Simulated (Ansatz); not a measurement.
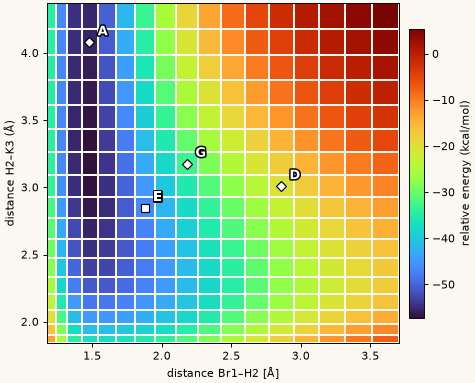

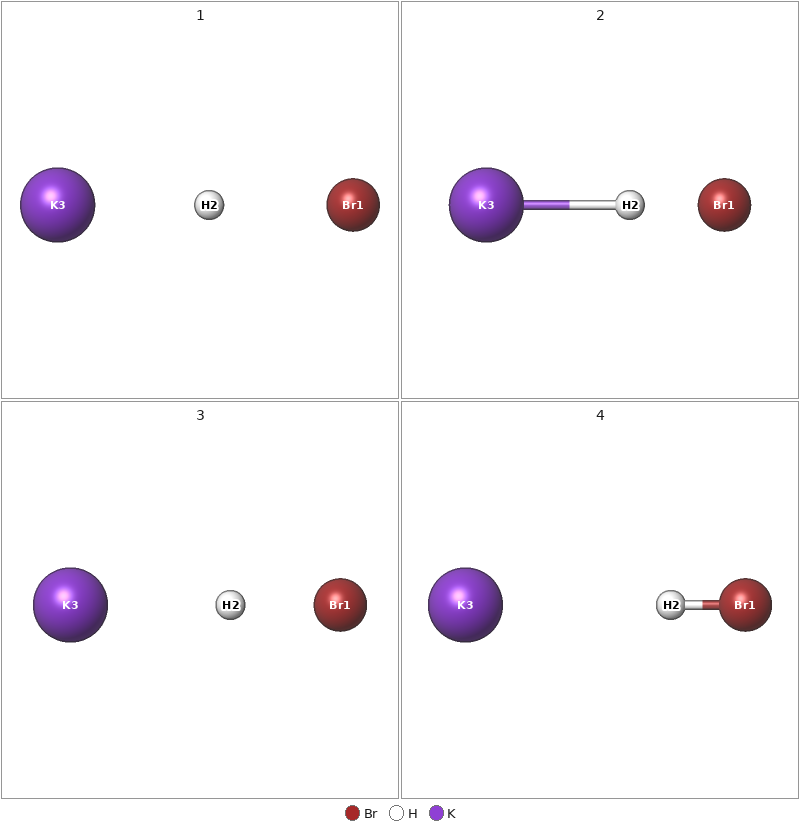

The system Br + HK, spin multiplicity 2. First axis: distance Br1–H2. Second axis: distance H2–K3. Nothing is relaxed (the angle Br1–H2–K3 is fixed at 180 degrees). Grid: 17 × 17 points. Energies are in kcal/mol, from Br far from the relaxed HK (each part in its own basis). The calculation used UKS PBE0-D4/def2-SVPD (Ansatz 0.2.0).

In the figure: one coloured cell a grid point, lettered points. The numbered pictures are the structures at these points, in random order.

Which structure belongs to which point?

Answer. A is structure 4: distance Br1–H2 = 1.480 Å, distance H2–K3 = 4.079 Å, −55.7 kcal/mol; D is structure 1: distance Br1–H2 = 2.859 Å, distance H2–K3 = 3.008 Å, −20.4 kcal/mol; E is structure 2: distance Br1–H2 = 1.879 Å, distance H2–K3 = 2.847 Å, −46.2 kcal/mol; G is structure 3: distance Br1–H2 = 2.183 Å, distance H2–K3 = 3.175 Å, −33.0 kcal/mol.
